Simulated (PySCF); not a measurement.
# CH₅BO: NMR shifts at several levels of theory

Aim: compute the NMR shifts of CH₅BO (`BOC`) at several levels, and see how far they spread and what each costs.

Programs: PySCF 2.14.0, with density-fitted response routines of our own. Each step states its level of theory. These are calculated values for one molecule in the gas phase, unless marked as measured. Atoms are numbered from 0 throughout.

## Step 1: Starting geometry

8 atoms, charge 0, multiplicity 1; geometry from: GFN2-xTB. The atoms were then displaced at random by about 0.01 Å, so the start is not that level's minimum.

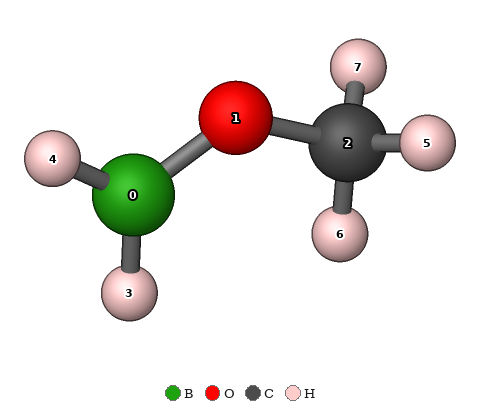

As it starts; boron green, oxygen red, carbon dark grey, hydrogen pink, atoms numbered.

## Step 2: Geometry optimisation at PBE0-D3(BJ)/def2-SVP

Job settings and geometry (Å):

```
{"job": {"xc": "PBE0", "basis": "def2-SVP", "d3": "d3bj", "grid": 1, "shake": 0.01, "kind": "geom"}, "charge": 0, "multiplicity": 1}
B      1.346150    -0.187040     0.229670
O      0.200730     0.495280     0.453780
C     -1.062190     0.182570    -0.113770
H      1.406790    -1.097130    -0.496340
H      2.270830     0.236910     0.770660
H     -1.403710     1.053830    -0.672670
H     -0.973140    -0.685110    -0.767530
H     -1.730320    -0.018440     0.699220
```

Command:

```bash
> OMP_NUM_THREADS=1 python probes_run.py task.json out
```

One launch serves the whole session: the jobs run in the order shown.

Output:

```text
step   0  E = -140.92633676  max force = 0.031271
step   1  E = -140.92994688  max force = 0.011917
step   2  E = -140.92993771  max force = 0.008027
step   3  E = -140.93050567  max force = 0.002318
step   4  E = -140.93059412  max force = 0.001247
step   5  E = -140.93062216  max force = 0.001679
step   6  E = -140.93067863  max force = 0.001805
step   7  E = -140.93071128  max force = 0.000505
step   8  E = -140.93071222  max force = 0.000177
optimisation converged
```

Wall time 10 s (1 thread of Arm Neoverse V1, shared host); peak memory 0.3 GiB.

The steps of the relaxation:

```
step  energy from step 0 (eV)  largest force component (eV/Å)
   0                   0.0000                          1.6080
   1                  -0.0982                          0.6128
   2                  -0.0980                          0.4128
   3                  -0.1134                          0.1192
   4                  -0.1158                          0.0641
   5                  -0.1166                          0.0863
   6                  -0.1181                          0.0928
   7                  -0.1190                          0.0260
   8                  -0.1191                          0.0091
```

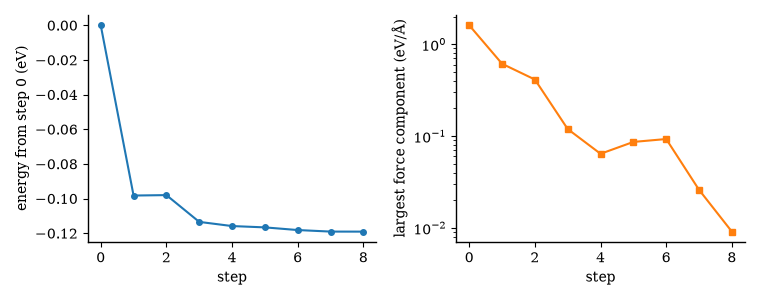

Energy and force, step by step.

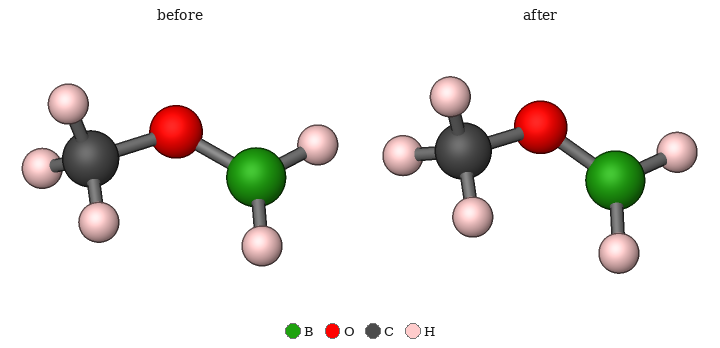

The geometry before (left) and after (right).

Close pairs (by a distance rule), those that changed most:

```
 bond  before (Å)  after (Å)  change (Å)
B0–H4       1.152      1.209      +0.056
B0–H3       1.166      1.216      +0.050
C2–H7       1.071      1.101      +0.029
O1–C2       1.419      1.405      -0.014
B0–O1       1.352      1.338      -0.014
C2–H6       1.090      1.103      +0.013
C2–H5       1.090      1.101      +0.011
```

The end geometry stands in the next job.

```
                         at the end point                  value
  point group (found at 0.08 Å tolerance)                     Cs
rotational constants (GHz, main isotopes)  52.104, 10.277, 9.078
                        dipole moment (D)                   1.82
```

## Step 3: Shielding tensors: HF/pcSseg-2

Job settings and geometry (Å):

```
{"job": {"kind": "nmr", "xc": "HF", "basis": "pcSseg-2", "pop": false}, "charge": 0, "multiplicity": 1}
B      1.360200     0.054611     0.050210
O      0.180326     0.526814     0.470175
C     -1.055675     0.015364     0.039022
H      1.404335    -0.867472    -0.740956
H      2.350019     0.587417     0.493950
H     -1.624624     0.813758    -0.461477
H     -0.925643    -0.828671    -0.658370
H     -1.633110    -0.322052     0.913095
```

Level: GIAO HF/pcSseg-2 NMR shielding, non-relativistic, gas phase.

Output:

```text
final grid: 60488 points
cycle   1  E = -140.3398282771  dE =  2.511e-01  |g| = 4.966e-01  |ddm| = 1.633e+00
cycle   2  E = -140.3857948602  dE = -4.597e-02  |g| = 2.810e-01  |ddm| = 3.500e-01
cycle   3  E = -140.3992774031  dE = -1.348e-02  |g| = 5.504e-02  |ddm| = 1.356e-01
cycle   4  E = -140.4000853432  dE = -8.079e-04  |g| = 1.141e-02  |ddm| = 5.271e-02
cycle   5  E = -140.4001245838  dE = -3.924e-05  |g| = 2.328e-03  |ddm| = 1.062e-02
cycle   6  E = -140.4001267272  dE = -2.143e-06  |g| = 5.941e-04  |ddm| = 3.030e-03
cycle   7  E = -140.4001268828  dE = -1.555e-07  |g| = 1.599e-04  |ddm| = 8.621e-04
cycle   8  E = -140.4001268951  dE = -1.232e-08  |g| = 3.836e-05  |ddm| = 2.457e-04
cycle   9  E = -140.4001268961  dE = -1.029e-09  |g| = 9.019e-06  |ddm| = 6.556e-05
cycle  10  E = -140.4001268962  dE = -6.418e-11  |g| = 1.920e-06  |ddm| = 1.782e-05
converged SCF energy = -140.4001268962

GIAO shielding tensors (ppm)
atom      isotropic    diamagn.    paramagn.     s11        s22        s33       span
  0 B       68.483     191.970    -123.487     43.548     58.993    102.909     59.361
  1 O      184.041     392.699    -208.658    -20.437    185.828    386.733    407.170
  2 C      132.956     235.843    -102.887     99.982    113.330    185.555     85.573
  3 H       26.911      30.384      -3.473     25.895     26.433     28.404      2.510
  4 H       27.061      29.325      -2.264     25.997     26.684     28.503      2.506
  5 H       27.885      28.748      -0.863     24.626     26.205     32.826      8.201
  6 H       28.010      29.954      -1.944     25.498     26.763     31.767      6.269
  7 H       27.878      28.699      -0.821     24.618     26.215     32.801      8.183
```

Wall time 3.9 s (1 thread of Arm Neoverse V1, shared host); peak memory 0.7 GiB.

The references, computed at this level on geometries of the same kind, shield at (ppm): 1H TMS 31.68, 13C TMS 191.5, 17O H2O 326.3, 11B BF3·OEt2 114.5. Their shielding less the atom's gives the shift. The references are single molecules in the gas phase, so shifts against H2O, NH3, PH3, H3PO4 or CFCl3 are not on the usual liquid scales and can be off by tens of ppm. Atoms listed in one row are averaged.

```
     atoms                              environment  σ (ppm)  δ (ppm)
        C2                methyl carbon bonded to O    133.0     58.5
    H3, H4          hydrogen on a boron bonded to O    26.99     4.70
H5, H6, H7  hydrogen on a methyl carbon bonded to O    27.92     3.76
        B0                   boron bonded to O, 2 H     68.5     46.0
        O1                    oxygen bonded to C, B    184.0    142.3
```

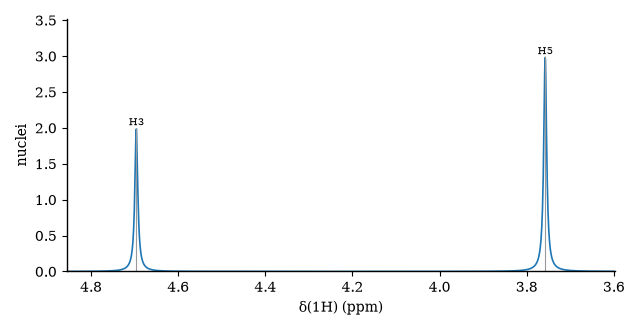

1H lines at the computed shifts, without couplings. Lines are broadened to a width of 0.01 ppm (Lorentzian).

## Step 4: Shielding tensors: LDA/pcSseg-2

The job, as its differences from that of step 3:

```diff
@@ -1,2 +1,2 @@
-{"job": {"kind": "nmr", "xc": "HF", "basis": "pcSseg-2", "pop": false}, "charge": 0, "multiplicity": 1}
+{"job": {"kind": "nmr", "xc": "LDA", "basis": "pcSseg-2", "pop": false}, "charge": 0, "multiplicity": 1}
 B      1.360200     0.054611     0.050210
```

Method: GIAO LDA/pcSseg-2 NMR shielding, non-relativistic, gas phase.

Output:

```text
coarse grid: 6360 points
cycle   1  E = -139.9573952210  dE =  1.028e-01  |g| = 6.433e-01  |ddm| = 1.796e+00
cycle   2  E = -139.5394465472  dE =  4.179e-01  |g| = 1.570e+00  |ddm| = 1.509e+00
cycle   3  E = -140.0301135103  dE = -4.907e-01  |g| = 1.841e-01  |ddm| = 1.235e+00
cycle   4  E = -140.0379700677  dE = -7.857e-03  |g| = 4.779e-02  |ddm| = 1.442e-01
cycle   5  E = -140.0385644681  dE = -5.944e-04  |g| = 1.457e-02  |ddm| = 4.783e-02
cycle   6  E = -140.0386111351  dE = -4.667e-05  |g| = 5.194e-03  |ddm| = 1.043e-02
cycle   7  E = -140.0386170704  dE = -5.935e-06  |g| = 9.666e-04  |ddm| = 3.469e-03
final grid: 60488 points
cycle   8  E = -140.0370493820  dE = -7.518e-05  |g| = 2.448e-03  |ddm| = 2.680e-02
cycle   9  E = -140.0370483042  dE =  1.078e-06  |g| = 3.203e-03  |ddm| = 3.463e-03
cycle  10  E = -140.0370507835  dE = -2.479e-06  |g| = 4.017e-04  |ddm| = 2.012e-03
cycle  11  E = -140.0370508124  dE = -2.891e-08  |g| = 1.919e-04  |ddm| = 3.624e-04
cycle  12  E = -140.0370508197  dE = -7.314e-09  |g| = 7.335e-05  |ddm| = 1.483e-04
cycle  13  E = -140.0370508208  dE = -1.064e-09  |g| = 1.169e-05  |ddm| = 4.080e-05
cycle  14  E = -140.0370508208  dE = -2.746e-11  |g| = 1.376e-06  |ddm| = 7.617e-06
converged SCF energy = -140.0370508208

GIAO shielding tensors (ppm)
atom      isotropic    diamagn.    paramagn.     s11        s22        s33       span
  0 B       39.048     194.963    -155.915      3.137     29.546     84.459     81.322
  1 O       91.249     389.627    -298.378   -171.776     82.741    362.782    534.558
  2 C      110.582     241.572    -130.990     65.703     86.000    180.043    114.340
  3 H       25.167      29.593      -4.426     23.461     25.886     26.153      2.692
  4 H       25.472      29.118      -3.646     25.194     25.362     25.861      0.667
  5 H       26.460      28.386      -1.926     23.731     24.780     30.869      7.138
  6 H       26.718      29.397      -2.679     25.186     25.353     29.614      4.429
  7 H       26.454      28.356      -1.903     23.714     24.808     30.838      7.124
```

It took 11 s on 1 thread of Arm Neoverse V1, shared host; peak memory 0.73 GiB.

Key values: δ C2 69.7, B0 51.9, O1 243.1, H3 5.45, H5 4.23 ppm (means over like atoms).

## Step 5: NMR shieldings: PBE/pcSseg-2

The job, as its differences from that of step 4:

```diff
@@ -1,2 +1,2 @@
-{"job": {"kind": "nmr", "xc": "LDA", "basis": "pcSseg-2", "pop": false}, "charge": 0, "multiplicity": 1}
+{"job": {"kind": "nmr", "xc": "PBE", "basis": "pcSseg-2", "pop": false}, "charge": 0, "multiplicity": 1}
 B      1.360200     0.054611     0.050210
```

With the program's defaults for keys left out, this is: GIAO PBE/pcSseg-2 NMR shielding, non-relativistic, gas phase.

Output:

```text
coarse grid: 6360 points
cycle   1  E = -140.9967909054  dE =  1.014e-01  |g| = 6.287e-01  |ddm| = 1.695e+00
cycle   2  E = -140.6162563935  dE =  3.805e-01  |g| = 1.503e+00  |ddm| = 1.513e+00
cycle   3  E = -141.0663542532  dE = -4.501e-01  |g| = 1.701e-01  |ddm| = 1.235e+00
cycle   4  E = -141.0730471885  dE = -6.693e-03  |g| = 4.326e-02  |ddm| = 1.352e-01
cycle   5  E = -141.0735522341  dE = -5.050e-04  |g| = 1.233e-02  |ddm| = 4.649e-02
cycle   6  E = -141.0735868620  dE = -3.463e-05  |g| = 4.169e-03  |ddm| = 9.227e-03
cycle   7  E = -141.0735905810  dE = -3.719e-06  |g| = 8.726e-04  |ddm| = 2.743e-03
final grid: 60488 points
cycle   8  E = -141.0755265786  dE = -8.314e-05  |g| = 1.248e-02  |ddm| = 3.492e-02
cycle   9  E = -141.0754351311  dE =  9.145e-05  |g| = 2.595e-02  |ddm| = 1.615e-02
cycle  10  E = -141.0755538765  dE = -1.187e-04  |g| = 3.305e-03  |ddm| = 1.164e-02
cycle  11  E = -141.0755564187  dE = -2.542e-06  |g| = 3.664e-04  |ddm| = 2.315e-03
cycle  12  E = -141.0755564480  dE = -2.923e-08  |g| = 1.441e-04  |ddm| = 3.610e-04
cycle  13  E = -141.0755564539  dE = -5.945e-09  |g| = 2.255e-05  |ddm| = 1.262e-04
cycle  14  E = -141.0755564540  dE = -1.172e-10  |g| = 3.480e-06  |ddm| = 2.136e-05
converged SCF energy = -141.0755564540

GIAO shielding tensors (ppm)
atom      isotropic    diamagn.    paramagn.     s11        s22        s33       span
  0 B       45.492     194.921    -149.428     15.866     34.197     86.414     70.548
  1 O      100.820     389.310    -288.490   -145.487     94.175    353.773    499.260
  2 C      111.330     240.813    -129.483     69.640     87.611    176.740    107.101
  3 H       25.775      30.117      -4.343     24.198     26.366     26.760      2.562
  4 H       26.037      29.396      -3.359     25.681     25.982     26.449      0.768
  5 H       26.968      28.692      -1.724     24.232     25.303     31.369      7.137
  6 H       27.184      29.779      -2.595     25.653     25.765     30.134      4.481
  7 H       26.962      28.650      -1.688     24.218     25.329     31.339      7.121
```

It took 13 s on 1 thread of Arm Neoverse V1, shared host; peak memory 0.65 GiB.

In short: δ C2 68.1, B0 47.2, O1 227.1, H3 5.27, H5 4.14 ppm (means over like atoms).

## Step 6: Nuclear shieldings: BLYP/pcSseg-2

The job, as its differences from that of step 5:

```diff
@@ -1,2 +1,2 @@
-{"job": {"kind": "nmr", "xc": "PBE", "basis": "pcSseg-2", "pop": false}, "charge": 0, "multiplicity": 1}
+{"job": {"kind": "nmr", "xc": "BLYP", "basis": "pcSseg-2", "pop": false}, "charge": 0, "multiplicity": 1}
 B      1.360200     0.054611     0.050210
```

Method: GIAO BLYP/pcSseg-2 NMR shielding, non-relativistic, gas phase.

Output:

```text
coarse grid: 6360 points
cycle   1  E = -141.1187483221  dE =  1.052e-01  |g| = 6.961e-01  |ddm| = 1.686e+00
cycle   2  E = -140.6129334049  dE =  5.058e-01  |g| = 1.710e+00  |ddm| = 1.826e+00
cycle   3  E = -141.2008840945  dE = -5.880e-01  |g| = 1.834e-01  |ddm| = 1.554e+00
cycle   4  E = -141.2084495687  dE = -7.565e-03  |g| = 5.305e-02  |ddm| = 1.498e-01
cycle   5  E = -141.2092217726  dE = -7.722e-04  |g| = 1.516e-02  |ddm| = 5.883e-02
cycle   6  E = -141.2092767438  dE = -5.497e-05  |g| = 4.871e-03  |ddm| = 1.188e-02
cycle   7  E = -141.2092817961  dE = -5.052e-06  |g| = 1.056e-03  |ddm| = 3.357e-03
final grid: 60488 points
cycle   8  E = -141.2137423575  dE = -8.550e-05  |g| = 5.480e-03  |ddm| = 3.109e-02
cycle   9  E = -141.2137317253  dE =  1.063e-05  |g| = 9.296e-03  |ddm| = 7.053e-03
cycle  10  E = -141.2137482282  dE = -1.650e-05  |g| = 1.724e-03  |ddm| = 4.460e-03
cycle  11  E = -141.2137487729  dE = -5.446e-07  |g| = 4.612e-04  |ddm| = 1.251e-03
cycle  12  E = -141.2137488153  dE = -4.244e-08  |g| = 1.364e-04  |ddm| = 3.302e-04
cycle  13  E = -141.2137488207  dE = -5.412e-09  |g| = 1.679e-05  |ddm| = 1.265e-04
cycle  14  E = -141.2137488208  dE = -7.560e-11  |g| = 3.203e-06  |ddm| = 1.690e-05
converged SCF energy = -141.2137488208

GIAO shielding tensors (ppm)
atom      isotropic    diamagn.    paramagn.     s11        s22        s33       span
  0 B       44.610     193.142    -148.532     16.564     33.165     84.102     67.538
  1 O       99.456     389.346    -289.891   -141.147     90.727    348.787    489.934
  2 C      106.876     238.380    -131.504     65.097     83.120    172.410    107.313
  3 H       26.092      30.063      -3.971     24.518     26.653     27.107      2.589
  4 H       26.374      29.610      -3.236     25.953     26.282     26.886      0.934
  5 H       27.143      28.833      -1.690     24.444     25.491     31.494      7.050
  6 H       27.361      29.679      -2.318     25.828     26.008     30.248      4.420
  7 H       27.137      28.801      -1.665     24.431     25.516     31.463      7.032
```

Run time: 13 s. Hardware: 1 thread of Arm Neoverse V1, shared host; peak memory 0.65 GiB.

In short: δ C2 68.1, B0 46.5, O1 225.7, H3 5.14, H5 4.16 ppm (means over like atoms).

## Step 7: Shielding tensors: BP86/pcSseg-2

The job, as its differences from that of step 6:

```diff
@@ -1,2 +1,2 @@
-{"job": {"kind": "nmr", "xc": "BLYP", "basis": "pcSseg-2", "pop": false}, "charge": 0, "multiplicity": 1}
+{"job": {"kind": "nmr", "xc": "BP86", "basis": "pcSseg-2", "pop": false}, "charge": 0, "multiplicity": 1}
 B      1.360200     0.054611     0.050210
```

Method: GIAO BP86/pcSseg-2 NMR shielding, non-relativistic, gas phase.

Output:

```text
coarse grid: 6360 points
cycle   1  E = -141.1777023379  dE =  1.036e-01  |g| = 6.417e-01  |ddm| = 1.687e+00
cycle   2  E = -140.7899976989  dE =  3.877e-01  |g| = 1.522e+00  |ddm| = 1.426e+00
cycle   3  E = -141.2489170767  dE = -4.589e-01  |g| = 1.679e-01  |ddm| = 1.162e+00
cycle   4  E = -141.2554814938  dE = -6.564e-03  |g| = 4.184e-02  |ddm| = 1.308e-01
cycle   5  E = -141.2559561461  dE = -4.747e-04  |g| = 1.149e-02  |ddm| = 4.460e-02
cycle   6  E = -141.2559879362  dE = -3.179e-05  |g| = 3.553e-03  |ddm| = 8.801e-03
cycle   7  E = -141.2559903726  dE = -2.436e-06  |g| = 9.965e-04  |ddm| = 2.368e-03
final grid: 60488 points
cycle   8  E = -141.2590098895  dE = -8.535e-05  |g| = 6.996e-03  |ddm| = 3.401e-02
cycle   9  E = -141.2589803939  dE =  2.950e-05  |g| = 1.473e-02  |ddm| = 9.285e-03
cycle  10  E = -141.2590187051  dE = -3.831e-05  |g| = 1.746e-03  |ddm| = 6.597e-03
cycle  11  E = -141.2590194441  dE = -7.390e-07  |g| = 2.920e-04  |ddm| = 1.381e-03
cycle  12  E = -141.2590194412  dE =  2.893e-09  |g| = 1.257e-04  |ddm| = 2.342e-04
cycle  13  E = -141.2590194455  dE = -4.306e-09  |g| = 1.862e-05  |ddm| = 1.016e-04
cycle  14  E = -141.2590194456  dE = -8.072e-11  |g| = 2.957e-06  |ddm| = 1.692e-05
converged SCF energy = -141.2590194456

GIAO shielding tensors (ppm)
atom      isotropic    diamagn.    paramagn.     s11        s22        s33       span
  0 B       46.745     194.604    -147.859     17.956     35.584     86.695     68.739
  1 O      103.715     388.790    -285.075   -140.471     97.340    354.278    494.749
  2 C      111.115     240.785    -129.669     69.796     87.707    175.844    106.049
  3 H       25.865      30.164      -4.299     24.318     26.413     26.863      2.545
  4 H       26.126      29.439      -3.313     25.745     26.075     26.558      0.813
  5 H       27.036      28.727      -1.691     24.307     25.365     31.436      7.129
  6 H       27.244      29.884      -2.640     25.720     25.785     30.227      4.507
  7 H       27.030      28.685      -1.655     24.293     25.390     31.407      7.114
```

Run time: 13 s. Hardware: 1 thread of Arm Neoverse V1, shared host; peak memory 0.65 GiB.

Key values: δ C2 68.1, B0 46.6, O1 222.4, H3 5.24, H5 4.13 ppm (means over like atoms).

## Step 8: NMR shieldings: OPBE/pcSseg-2

The job, as its differences from that of step 7:

```diff
@@ -1,2 +1,2 @@
-{"job": {"kind": "nmr", "xc": "BP86", "basis": "pcSseg-2", "pop": false}, "charge": 0, "multiplicity": 1}
+{"job": {"kind": "nmr", "xc": "OPBE", "basis": "pcSseg-2", "pop": false}, "charge": 0, "multiplicity": 1}
 B      1.360200     0.054611     0.050210
```

With the program's defaults for keys left out, this is: GIAO OPBE/pcSseg-2 NMR shielding, non-relativistic, gas phase.

Output:

```text
coarse grid: 6360 points
cycle   1  E = -141.1146747717  dE =  8.948e-02  |g| = 5.749e-01  |ddm| = 1.702e+00
cycle   2  E = -140.8360041095  dE =  2.787e-01  |g| = 1.295e+00  |ddm| = 1.412e+00
cycle   3  E = -141.1760782917  dE = -3.401e-01  |g| = 1.433e-01  |ddm| = 1.111e+00
cycle   4  E = -141.1809434661  dE = -4.865e-03  |g| = 3.579e-02  |ddm| = 1.199e-01
cycle   5  E = -141.1812872265  dE = -3.438e-04  |g| = 8.518e-03  |ddm| = 3.863e-02
cycle   6  E = -141.1813044090  dE = -1.718e-05  |g| = 2.215e-03  |ddm| = 6.295e-03
cycle   7  E = -141.1813052648  dE = -8.559e-07  |g| = 9.290e-04  |ddm| = 1.663e-03
final grid: 60488 points
cycle   8  E = -141.1814977143  dE = -1.411e-04  |g| = 2.271e-02  |ddm| = 5.462e-02
cycle   9  E = -141.1811589948  dE =  3.387e-04  |g| = 4.870e-02  |ddm| = 3.094e-02
cycle  10  E = -141.1815916240  dE = -4.326e-04  |g| = 3.704e-03  |ddm| = 2.275e-02
cycle  11  E = -141.1815953364  dE = -3.712e-06  |g| = 4.686e-04  |ddm| = 3.276e-03
cycle  12  E = -141.1815953776  dE = -4.129e-08  |g| = 2.048e-04  |ddm| = 4.092e-04
cycle  13  E = -141.1815953881  dE = -1.048e-08  |g| = 5.173e-05  |ddm| = 1.646e-04
cycle  14  E = -141.1815953888  dE = -6.456e-10  |g| = 6.320e-06  |ddm| = 4.150e-05
converged SCF energy = -141.1815953888

GIAO shielding tensors (ppm)
atom      isotropic    diamagn.    paramagn.     s11        s22        s33       span
  0 B       52.943     197.303    -144.360     25.375     41.682     91.772     66.396
  1 O      119.432     390.901    -271.470   -113.210    116.420    355.084    468.294
  2 C      118.385     243.606    -125.221     79.681     95.271    180.202    100.521
  3 H       25.853      30.723      -4.870     24.373     26.329     26.858      2.485
  4 H       26.049      29.355      -3.306     25.701     26.030     26.416      0.715
  5 H       27.105      28.672      -1.567     24.292     25.430     31.593      7.300
  6 H       27.278      30.051      -2.773     25.654     25.758     30.421      4.767
  7 H       27.100      28.602      -1.502     24.279     25.455     31.566      7.287
```

Run time: 13 s. Hardware: 1 thread of Arm Neoverse V1, shared host; peak memory 0.65 GiB.

This run: δ C2 66.0, B0 44.8, O1 209.8, H3 5.25, H5 4.04 ppm (means over like atoms).

## Step 9: Nuclear shieldings: KT2/pcSseg-2

The job, as its differences from that of step 8:

```diff
@@ -1,2 +1,2 @@
-{"job": {"kind": "nmr", "xc": "OPBE", "basis": "pcSseg-2", "pop": false}, "charge": 0, "multiplicity": 1}
+{"job": {"kind": "nmr", "xc": "KT2", "basis": "pcSseg-2", "pop": false}, "charge": 0, "multiplicity": 1}
 B      1.360200     0.054611     0.050210
```

With the program's defaults for keys left out, this is: GIAO KT2/pcSseg-2 NMR shielding, non-relativistic, gas phase.

Output:

```text
coarse grid: 6360 points
cycle   1  E = -143.4115189593  dE =  1.282e-01  |g| = 6.840e-01  |ddm| = 1.621e+00
cycle   2  E = -142.9484123581  dE =  4.631e-01  |g| = 1.620e+00  |ddm| = 1.575e+00
cycle   3  E = -143.4948426730  dE = -5.464e-01  |g| = 1.499e-01  |ddm| = 1.312e+00
cycle   4  E = -143.5003066426  dE = -5.464e-03  |g| = 4.509e-02  |ddm| = 1.382e-01
cycle   5  E = -143.5008688727  dE = -5.622e-04  |g| = 1.024e-02  |ddm| = 4.805e-02
cycle   6  E = -143.5008962653  dE = -2.739e-05  |g| = 1.910e-03  |ddm| = 9.310e-03
cycle   7  E = -143.5008968670  dE = -6.018e-07  |g| = 1.192e-03  |ddm| = 1.910e-03
final grid: 60488 points
cycle   8  E = -143.5139461944  dE = -2.351e-04  |g| = 4.249e-03  |ddm| = 7.486e-02
cycle   9  E = -143.5139441495  dE =  2.045e-06  |g| = 5.012e-03  |ddm| = 6.560e-03
cycle  10  E = -143.5139493920  dE = -5.243e-06  |g| = 1.871e-03  |ddm| = 4.200e-03
cycle  11  E = -143.5139500295  dE = -6.374e-07  |g| = 5.234e-04  |ddm| = 1.147e-03
cycle  12  E = -143.5139500893  dE = -5.986e-08  |g| = 1.012e-04  |ddm| = 3.364e-04
cycle  13  E = -143.5139500918  dE = -2.451e-09  |g| = 2.632e-05  |ddm| = 7.709e-05
cycle  14  E = -143.5139500920  dE = -1.746e-10  |g| = 2.102e-06  |ddm| = 2.003e-05
converged SCF energy = -143.5139500920

GIAO shielding tensors (ppm)
atom      isotropic    diamagn.    paramagn.     s11        s22        s33       span
  0 B       53.762     194.949    -141.187     27.468     44.318     89.499     62.031
  1 O      110.272     386.753    -276.481   -127.827    106.513    352.130    479.957
  2 C      115.664     240.471    -124.807     75.408     92.092    179.492    104.084
  3 H       25.949      30.036      -4.087     24.647     26.352     26.846      2.199
  4 H       26.196      28.927      -2.731     25.632     26.208     26.748      1.116
  5 H       26.999      28.648      -1.648     24.210     25.276     31.513      7.304
  6 H       27.234      30.037      -2.803     25.620     25.844     30.240      4.619
  7 H       26.993      28.598      -1.605     24.200     25.297     31.482      7.282
```

Run time: 13 s. Hardware: 1 thread of Arm Neoverse V1, shared host; peak memory 0.65 GiB.

In short: δ C2 66.6, B0 44.5, O1 214.1, H3 5.10, H5 4.10 ppm (means over like atoms).

[end of part 1 of 2]
